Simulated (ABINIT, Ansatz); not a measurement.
# How the form of the self-energy moves the gap of BaH2 (P6_3/mmc)

Wanted: the gap of BaH2 (P6_3/mmc) under several approximations, with cost.

Calculated with ABINIT 10.8.3; PBEsol and many-body steps on it, plane waves.

**1. Set-up**

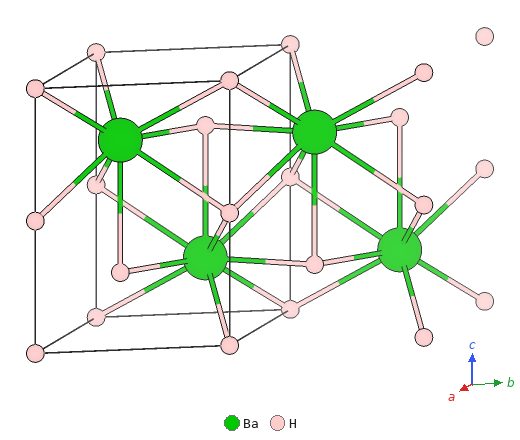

Start, viewed slightly off an axis; barium green, hydrogen pink. 1×2×1 cells are drawn. Bonds to atoms that aren't drawn are left out. Some periodic images of atoms are drawn too.

The cell and positions are those that the Materials Project relaxed with its own functionals (PBE, PBE+U or r2SCAN), kept fixed. Spin-orbit coupling is left out unless a step names it.

**2. Empty states on the mesh, 3×3×4 mesh, 406 bands**

This step: ABINIT 10.8.3; DFT, PBEsol, plane waves, norm-conserving pseudopotentials.

The sums over transitions need many empty states on a uniform mesh; this step solves for them.

File run.abi:

```
acell 3*1.0 Angstrom
rprim 
  4.462025052349 0.000000000014 0.000000000000
  -2.231012526186 3.864227047650 0.000000000000
  0.000000000000 0.000000000000 6.055292590000
ntypat 2
znucl 56 1
natom 6
typat 1 1 2 2 2 2
xred 
  0.666666666667 0.333333333333 0.750000000000
  0.333333333333 0.666666666667 0.250000000000
  0.333333333333 0.666666666667 0.750000000000
  0.666666666667 0.333333333333 0.250000000000
  -0.000000000000 -0.000000000000 0.500000000000
  -0.000000000000 -0.000000000000 0.000000000000
pp_dirpath "pseudos"
pseudos "Ba.upf, H.upf"
ecut 32
ngkpt 3 3 4
nshiftk 1
shiftk 0 0 0
kptopt 1
chksymbreak 0
iscf -2
irdden 1
istwfk *1
nband 406
nbdbuf 36
tolwfr 1e-09
nstep 60
prtvol 0
indata_prefix "in"
outdata_prefix "out"
tmpdata_prefix "tmp"
```

Launch:

```
OMP_NUM_THREADS=1 mpirun -n 8 abinit run.abi > log
```

Numbers of over 12 decimals in the logs are rounded to 6 here.

The log of the run:

```text
.Version 10.8.3 of ABINIT. v10.8.2 released Aug 2026.

 Symmetries : space group P6_3/m m c (#194); Bravais hP (primitive hexag.)
[... echo of the input left out ...]
== DATASET  1 ==================================================================
-   mpi_nproc: 8, omp_nthreads: 1 (-1 if OMP is not activated)
-    --> not optimal distribution: autoparal keyword recommended in input file <--

--- !DatasetInfo
iteration_state: {dtset: 1, }
dimensions: {natom: 6, nkpt: 9, mband: 406, nsppol: 1, nspinor: 1, nspden: 1, mpw: 6126, }
cutoff_energies: {ecut:  32.0, pawecutdg:  -1.0, }
[...]
4.79167    4.79167    4.80015    4.80015    4.80694    4.80694    4.81400    4.81534
   4.82080    4.82186    4.82187    4.83037    4.83293    4.83301    4.83930    4.83932
   4.84066    4.84076    4.84449    4.86847    4.87062    4.88431
 prteigrs : prtvol=0 or 1, do not print more k-points.

== END DATASET(S) ==============================================================
================================================================================

 -outvars: echo values of variables after computation  --------
            nband         406
             nkpt           9
          spgroup         194
 [... the other variables as echoed above ...]

 Calculation completed.
```

Elapsed: 3.7 min, on 8 MPI ranks of AMD EPYC 9R45, shared host; peak memory 0.98 GiB.

This step gave:

* gap: 1.473 eV
* k of the valence top: 0, 0, 0
* k of the conduction bottom: 0.3333, 0.3333, 0.5
* least direct gap: 2.542 eV
* k points computed: 9
* lowest point of the top converged band, above the valence top: 121.0441 eV

On this mesh the gap is 1.473 eV.

The density comes from a self-consistent run that is not shown.

**3. Screening, 3×3×4 mesh, 158 bands, screening to 176.9 eV**

The RPA dielectric matrix is built and inverted for each q.

This step: RPA screening on PBEsol, plane waves, norm-conserving pseudopotentials.

Changes to run.abi since step 2:

```diff
@@ -24,10 +24,11 @@
 chksymbreak 0
-iscf -2
-irdden 1
 istwfk *1
-nband 406
-nbdbuf 36
-tolwfr 1e-09
-nstep 60
-prtvol 0
+occopt 1
+irdwfk 1
+optdriver 3
+nband 158
+ecuteps 6.5
+inclvkb 2
+awtr 1
+symchi 1
 indata_prefix "in"
```

The log of the run:

```text
.Version 10.8.3 of ABINIT. v10.8.2 released Aug 2026.

 Symmetries : space group P6_3/m m c (#194); Bravais hP (primitive hexag.)
[... echo of the input left out ...]
== DATASET  1 ==================================================================
-   mpi_nproc: 8, omp_nthreads: 1 (-1 if OMP is not activated)

--- !DatasetInfo
iteration_state: {dtset: 1, }
dimensions: {natom: 6, nkpt: 9, mband: 158, nsppol: 1, nspinor: 1, nspden: 1, mpw: 6126, }
cutoff_energies: {ecut:  32.0, pawecutdg:  -1.0, }
electrons: {nelect:   2.40000000E+01, charge:   0.00000000E+00, occopt:   1.00000000E+00, tsmear:   1.00000000E-02, }

 SCREENING: Calculation of the susceptibility and dielectric matrices

 Based on a program developped by R.W. Godby, V. Olevano, G. Onida, and L. Reining.
 Incorporated in ABINIT by V. Olevano, G.-M. Rignanese, and M. Torrent.
.Using double precision arithmetic ; gwpc =  8

[... cell and pseudopotentials left out ...]
--------------------------------------------------------------------------------

 ==== K-mesh for the wavefunctions ====
 Number of points in the irreducible wedge :     9
[... list of points left out ...]
 Together with 24 symmetry operations and time-reversal symmetry
 yields    36 points in the full Brillouin Zone.

 ==== Q-mesh for the screening function ====
 Number of points in the irreducible wedge :     9
[... list of points left out ...]
 Together with 24 symmetry operations and time-reversal symmetry
 yields    36 points in the full Brillouin Zone.

 setmesh: FFT mesh size selected  =    32x   32x   48
          total number of points  =        49152

 vcoul_init : cutoff-mode = AUXILIARY_FUNCTION
 q-points for optical limit:   1
     1)      0.000010    0.000020    0.000030

- screening: taking advantage of time-reversal symmetry
- Maximum band index for partially occupied states nbvw = 12
- Remaining bands to be divided among processors   nbcw = 146
- Number of bands treated by each node ~18

 Number of electrons calculated from density =   24.0000; Expected =   24.0000
 average of density, n =  0.034063
 r_s =    1.9137
 omega_plasma =   17.8032 [eV]

 calculating chi0 at frequencies [eV] :
  1    0.000000E+00    0.000000E+00
  2    0.000000E+00    1.780320E+01

--------------------------------------------------------------------------------
  q-point number  1        q = ( 0.000000, 0.000000, 0.000000) [r.l.u.]
--------------------------------------------------------------------------------
[... chi0 elements left out ...]
 For q-point:  0.000010 0.000020 0.000030
  dielectric constant =   5.6955
  dielectric constant without local fields =   6.3383

  Average fulfillment of the sum rule on Im[epsilon] for q-point    1 :     91.75  [%]
[... wings left out ...]
  q-point number  2        q = ( 0.333333, 0.000000, 0.000000) [r.l.u.]
--------------------------------------------------------------------------------
[... chi0 elements left out ...]
  Average fulfillment of the sum rule on Im[epsilon] for q-point    2 :     96.54  [%]

 [... 7 further q-points ...]
```

It took 26 s on 8 MPI ranks; peak memory 3 GiB; 3.4 min of CPU time.

This step gave:

```
ε∞ with local fields, on this mesh, along the program's q direction : 5.696
the same without local fields                                       : 6.338
plasma frequency                                                    : 17.80 eV
plane waves in the screening matrix                                 : 553
```

Local fields lower ε∞ by 10 %. On a Γ-centred mesh this coarse the value itself is usually too large, while a short band sum pulls it down.

**4. G0W0, Godby-Needs plasmon pole**

The self-energy is evaluated for the states that the input lists, and the levels follow from it, in one-shot runs by the linearised quasiparticle equation.

This step: G0W0 on PBEsol, plane waves, norm-conserving pseudopotentials.

Changes to run.abi since step 3:

```diff
@@ -27,8 +27,19 @@
 irdwfk 1
-optdriver 3
+optdriver 4
 nband 158
+gwcalctyp 0
+ecutsigx 32
+symsigma 1
+nkptgw 3
+kptgw 
+  0.0000000000 0.0000000000 0.0000000000
+  0.3333333333 0.3333333333 0.5000000000
+  0.0000000000 0.0000000000 0.2500000000
+bdgw 
+  11 14
+  11 14
+  11 14
 ecuteps 6.5
-inclvkb 2
-awtr 1
-symchi 1
+irdscr 1
+ppmodel 1
 indata_prefix "in"
```

The log of the run:

```text
.Version 10.8.3 of ABINIT. v10.8.2 released Aug 2026.

 Symmetries : space group P6_3/m m c (#194); Bravais hP (primitive hexag.)
[... echo of the input left out ...]
== DATASET  1 ==================================================================
-   mpi_nproc: 8, omp_nthreads: 1 (-1 if OMP is not activated)

--- !DatasetInfo
iteration_state: {dtset: 1, }
dimensions: {natom: 6, nkpt: 9, mband: 158, nsppol: 1, nspinor: 1, nspden: 1, mpw: 6126, }
cutoff_energies: {ecut:  32.0, pawecutdg:  -1.0, }
electrons: {nelect:   2.40000000E+01, charge:   0.00000000E+00, occopt:   1.00000000E+00, tsmear:   1.00000000E-02, }

 SIGMA: Calculation of the GW corrections

 Based on a program developped by R.W. Godby, V. Olevano, G. Onida, and L. Reining.
 Incorporated in ABINIT by V. Olevano, G.-M. Rignanese, and M. Torrent.
.Using double precision arithmetic ; gwpc =  8

[... cell and pseudopotentials left out ...]
--------------------------------------------------------------------------------

 ==== K-mesh for the wavefunctions ====
 Number of points in the irreducible wedge :     9
[... list of points left out ...]
 Together with 24 symmetry operations and time-reversal symmetry
 yields    36 points in the full Brillouin Zone.

 ==== Q-mesh for screening function ====
 Number of points in the irreducible wedge :     9
[... list of points left out ...]
 Together with 24 symmetry operations and time-reversal symmetry
 yields    36 points in the full Brillouin Zone.

 vcoul_init : cutoff-mode = AUXILIARY_FUNCTION
 q-points for optical limit:   1
     1)      0.000010    0.000020    0.000030
 setmesh: FFT mesh size selected  =    40x   40x   60
          total number of points  =        96000

 Number of electrons calculated from density =   24.0000; Expected =   24.0000
 average of density, n =  0.034063
 r_s =    1.9137
 omega_plasma =   17.8032 [eV]

 === KS Band Gaps ===
  >>>> For spin  1
   Minimum direct gap =   2.5425 [eV], located at k-point      :   0.0000  0.0000  0.2500
   Fundamental gap    =   1.4734 [eV], Top of valence bands at :   0.0000  0.0000  0.0000
                                       Bottom of conduction at :   0.3333  0.3333  0.5000
 SIGMA fundamental parameters:
 PLASMON POLE MODEL  1
 number of plane-waves for SigmaX                 6089
 number of plane-waves for SigmaC and W            553
 number of plane-waves for wavefunctions          6089
 number of bands                                   158
 number of independent spin polarizations            1
 number of spinorial components                      1
 number of k-points in IBZ                           9
 number of q-points in IBZ                           9
 number of symmetry operations                      24
 number of k-points in BZ                           36
 number of q-points in BZ                           36
 number of frequencies for dSigma/dE                 9
 frequency step for dSigma/dE [eV]                0.25
 number of omega for Sigma on real axis              0
 max omega for Sigma on real axis  [eV]           0.00
 zcut for avoiding poles [eV]                     0.10

 EPSILON^-1 parameters (SCR file):
 dimension of the eps^-1 matrix on file            553
 dimension of the eps^-1 matrix used               553
 number of plane-waves for wavefunctions          6089
 number of bands                                   158
 number of q-points in IBZ                           9
 number of frequencies                               2
 number of real frequencies                          1
 number of imag frequencies                          1

 matrix elements of self-energy operator (all in [eV])

 Perturbative Calculation

--- !SelfEnergy_ee
iteration_state: {dtset: 1, }
kpoint     : [   0.000,    0.000,    0.000, ]
spin       : 1
KS_gap     :    2.726
QP_gap     :    4.390
Delta_QP_KS:    1.664
data: !SigmaeeData |
     Band     E0 <VxcDFT>   SigX SigC(E0)      Z dSigC/dE  Sig(E)    E-E0       E
       11   3.623 -10.603 -13.401   1.612   0.776  -0.289 -11.523  -0.920   2.703
       12   4.131 -10.774 -13.444   1.492   0.777  -0.286 -11.690  -0.915   3.216
       13   6.857  -9.229  -4.725  -3.587   0.817  -0.224  -8.480   0.749   7.606
       14   6.857  -9.229  -4.725  -3.587   0.817  -0.224  -8.480   0.749   7.606

--- !SelfEnergy_ee
iteration_state: {dtset: 1, }
kpoint     : [   0.333,    0.333,    0.500, ]
spin       : 1
KS_gap     :    3.017
QP_gap     :    4.668
Delta_QP_KS:    1.651
data: !SigmaeeData |
     Band     E0 <VxcDFT>   SigX SigC(E0)      Z dSigC/dE  Sig(E)    E-E0       E
       11   2.587 -11.064 -14.213   1.906   0.777  -0.286 -12.031  -0.966   1.621
       12   2.587 -11.064 -14.213   1.906   0.777  -0.286 -12.031  -0.966   1.621
[...]
--- !SelfEnergy_ee
iteration_state: {dtset: 1, }
kpoint     : [   0.000,    0.000,    0.250, ]
spin       : 1
KS_gap     :    2.542
QP_gap     :    4.213
Delta_QP_KS:    1.670
data: !SigmaeeData |
     Band     E0 <VxcDFT>   SigX SigC(E0)      Z dSigC/dE  Sig(E)    E-E0       E
[...]
12   4.079 -10.806 -13.496   1.508   0.777  -0.287 -11.725  -0.919   3.160
       13   6.622  -9.221  -4.682  -3.619   0.817  -0.225  -8.470   0.751   7.373
       14   6.622  -9.221  -4.682  -3.619   0.817  -0.225  -8.470   0.751   7.373

== END DATASET(S) ==============================================================
================================================================================

 -outvars: echo values of variables after computation  --------
           etotal      0.0000000000E+00
            nband         158
             nkpt           9
          spgroup         194
 [... the other variables as echoed above ...]

 Calculation completed.
```

Wall time 25 s (8 MPI ranks); peak memory 3.5 GiB; 3.3 min of CPU time.

Numbers from this step:

| Item | Value |
| --- | --- |
| G0W0 gap on the points computed | 3.073 eV |
| starting gap on the mesh | 1.473 eV |
| k of the valence top | 0, 0, 0 |
| k of the conduction bottom | 0.3333, 0.3333, 0.5 |
| Z at the valence top | 0.777 |
| Z at the conduction bottom | 0.819 |
| least direct G0W0 gap on the computed points | 4.213 eV |

The gap on the mesh goes from 1.47 eV to 3.07 eV, a correction of +1.60 eV.

**5. G0W0, Hybertsen-Louie plasmon pole**

Changes to run.abi since step 4:

```diff
@@ -43,3 +43,3 @@
 irdscr 1
-ppmodel 1
+ppmodel 2
 indata_prefix "in"
```

The log of the run:

```text
.Version 10.8.3 of ABINIT. v10.8.2 released Aug 2026.

 Symmetries : space group P6_3/m m c (#194); Bravais hP (primitive hexag.)
[... echo of the input left out ...]
== DATASET  1 ==================================================================
-   mpi_nproc: 8, omp_nthreads: 1 (-1 if OMP is not activated)

--- !DatasetInfo
iteration_state: {dtset: 1, }
dimensions: {natom: 6, nkpt: 9, mband: 158, nsppol: 1, nspinor: 1, nspden: 1, mpw: 6126, }
cutoff_energies: {ecut:  32.0, pawecutdg:  -1.0, }
electrons: {nelect:   2.40000000E+01, charge:   0.00000000E+00, occopt:   1.00000000E+00, tsmear:   1.00000000E-02, }

 SIGMA: Calculation of the GW corrections

 Based on a program developped by R.W. Godby, V. Olevano, G. Onida, and L. Reining.
 Incorporated in ABINIT by V. Olevano, G.-M. Rignanese, and M. Torrent.
.Using double precision arithmetic ; gwpc =  8

[... cell and pseudopotentials left out ...]
--------------------------------------------------------------------------------

 ==== K-mesh for the wavefunctions ====
 Number of points in the irreducible wedge :     9
[... list of points left out ...]
 Together with 24 symmetry operations and time-reversal symmetry
 yields    36 points in the full Brillouin Zone.

 ==== Q-mesh for screening function ====
 Number of points in the irreducible wedge :     9
[... list of points left out ...]
 Together with 24 symmetry operations and time-reversal symmetry
 yields    36 points in the full Brillouin Zone.

 vcoul_init : cutoff-mode = AUXILIARY_FUNCTION
 q-points for optical limit:   1
     1)      0.000010    0.000020    0.000030
 setmesh: FFT mesh size selected  =    40x   40x   60
          total number of points  =        96000

 Number of electrons calculated from density =   24.0000; Expected =   24.0000
[...]
number of plane-waves for wavefunctions          6089
 number of bands                                   158
 number of q-points in IBZ                           9
 number of frequencies                               2
 number of real frequencies                          1
 number of imag frequencies                          1

 matrix elements of self-energy operator (all in [eV])

 Perturbative Calculation

--- !SelfEnergy_ee
iteration_state: {dtset: 1, }
kpoint     : [   0.000,    0.000,    0.000, ]
spin       : 1
KS_gap     :    2.726
QP_gap     :    4.475
Delta_QP_KS:    1.750
data: !SigmaeeData |
     Band     E0 <VxcDFT>   SigX SigC(E0)      Z dSigC/dE  Sig(E)    E-E0       E
       11   3.623 -10.603 -13.401   1.360   0.811  -0.234 -11.769  -1.165   2.458
       12   4.131 -10.774 -13.444   1.242   0.811  -0.233 -11.932  -1.157   2.974
       13   6.857  -9.229  -4.725  -3.800   0.841  -0.188  -8.637   0.592   7.449
[...]
--- !SelfEnergy_ee
iteration_state: {dtset: 1, }
kpoint     : [   0.333,    0.333,    0.500, ]
spin       : 1
KS_gap     :    3.017
QP_gap     :    4.775
Delta_QP_KS:    1.757
data: !SigmaeeData |
     Band     E0 <VxcDFT>   SigX SigC(E0)      Z dSigC/dE  Sig(E)    E-E0       E
[...]
--- !SelfEnergy_ee
iteration_state: {dtset: 1, }
kpoint     : [   0.000,    0.000,    0.250, ]
spin       : 1
KS_gap     :    2.542
QP_gap     :    4.305
Delta_QP_KS:    1.763
data: !SigmaeeData |
     Band     E0 <VxcDFT>   SigX SigC(E0)      Z dSigC/dE  Sig(E)    E-E0       E
[...]
13   6.622  -9.221  -4.682  -3.828   0.842  -0.188  -8.623   0.598   7.220
       14   6.622  -9.221  -4.682  -3.828   0.842  -0.188  -8.623   0.598   7.220

== END DATASET(S) ==============================================================
================================================================================

 -outvars: echo values of variables after computation  --------
           etotal      0.0000000000E+00
            nband         158
             nkpt           9
          spgroup         194
 [... the other variables as echoed above ...]

 Calculation completed.
```

The job ended after 25 s (8 MPI ranks; peak memory 3.2 GiB).

Numbers from this step:

- G0W0 gap on the points computed: 3.157 eV
- starting gap on the mesh: 1.473 eV
- k of the valence top: 0, 0, 0
- k of the conduction bottom: 0.3333, 0.3333, 0.5
- Z at the valence top: 0.811
- Z at the conduction bottom: 0.843
- least direct G0W0 gap on the computed points: 4.305 eV

Against G0W0 in ABINIT (3×3×4 mesh, 158 bands, screening to 176.9 eV, Godby-Needs plasmon pole), the gap moves by +0.084 eV.

**6. G0W0, von der Linden-Horsch plasmon pole**

Changes to run.abi since step 5:

```diff
@@ -43,3 +43,3 @@
 irdscr 1
-ppmodel 2
+ppmodel 3
 indata_prefix "in"
```

The log of the run:

```text
.Version 10.8.3 of ABINIT. v10.8.2 released Aug 2026.

 Symmetries : space group P6_3/m m c (#194); Bravais hP (primitive hexag.)
[... echo of the input left out ...]
== DATASET  1 ==================================================================
-   mpi_nproc: 8, omp_nthreads: 1 (-1 if OMP is not activated)

--- !DatasetInfo
iteration_state: {dtset: 1, }
dimensions: {natom: 6, nkpt: 9, mband: 158, nsppol: 1, nspinor: 1, nspden: 1, mpw: 6126, }
cutoff_energies: {ecut:  32.0, pawecutdg:  -1.0, }
[...]
Band     E0 <VxcDFT>   SigX SigC(E0)      Z dSigC/dE  Sig(E)    E-E0       E
[...]
13   6.622  -9.221  -4.682  -3.937   0.852  -0.173  -8.708   0.513   7.135
       14   6.622  -9.221  -4.682  -3.937   0.852  -0.173  -8.708   0.513   7.135

== END DATASET(S) ==============================================================
================================================================================

 -outvars: echo values of variables after computation  --------
           etotal      0.0000000000E+00
            nband         158
             nkpt           9
          spgroup         194
 [... the other variables as echoed above ...]

 Calculation completed.
```

Run time: 12 s. Hardware: 8 MPI ranks; peak memory 2.8 GiB.

This step gave:

```yaml
g0w0_gap_on_the_points_computed: 3.106 eV
starting_gap_on_the_mesh: 1.473 eV
k_of_the_valence_top: 0, 0, 0
k_of_the_conduction_bottom: 0.3333, 0.3333, 0.5
least_direct_g0w0_gap_on_the_computed_points: 4.275 eV
```

Against G0W0 in ABINIT (3×3×4 mesh, 158 bands, screening to 176.9 eV, Godby-Needs plasmon pole), the gap moves by +0.033 eV.

(Continued in part 2 of 2.)

[Paths, hosts, dates, memory and timing lines, banners, echoed tables and standing remarks are left out of the program output.]

[Logs are printed without paths, hosts, clocks, repeated set-up lines and the standing remarks that a program may print on its own settings, such as how far it seeks lower states.]

[Runs of the session that timed out or met a known fault of the program may be left out.]

[Hosts, paths, dates, database ids (printed as entryN), source tags and the programs' standing remarks are cut or masked in the printed files.]

[G0W0 gaps are taken among the corrected bands and points alone; a level outside them can change the order at an edge.]

[Where Ansatz stands beside ABINIT at settings called matched, ABINIT's density can come from a denser mesh and the files from another edition; pairs whose starting gaps differed by over 0.03 eV were left out, so agreement reads better than it is.]
